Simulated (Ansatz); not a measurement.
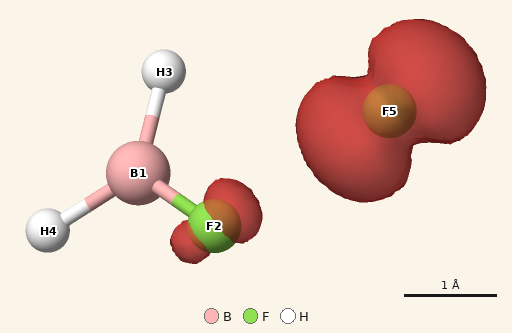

Figure. BFH2···F (doublet). Isosurfaces of the spin density at +0.04 (red) and −0.04 e/Å³ (blue), seen at a tilt.

Method: UKS PBE0-D4/def2-SVP (Ansatz).

```json
{"atom": "B", "x (Å)": "-0.1292", "y (Å)": "0.0044", "z (Å)": "0.0409"}
{"atom": "F", "x (Å)": "-0.7701", "y (Å)": "0.0434", "z (Å)": "1.1947"}
{"atom": "H", "x (Å)": "1.0775", "y (Å)": "-0.0076", "z (Å)": "0.0616"}
{"atom": "H", "x (Å)": "-0.8028", "y (Å)": "-0.0164", "z (Å)": "-0.9624"}
{"atom": "F", "x (Å)": "0.6246", "y (Å)": "-0.0237", "z (Å)": "3.0552"}
```

### Which atoms carry the spin?

The unpaired spin (1 electron) lies mostly on F5 (about 1.0), in electrons by Hirshfeld's partition. Only one sign reaches the isovalue.
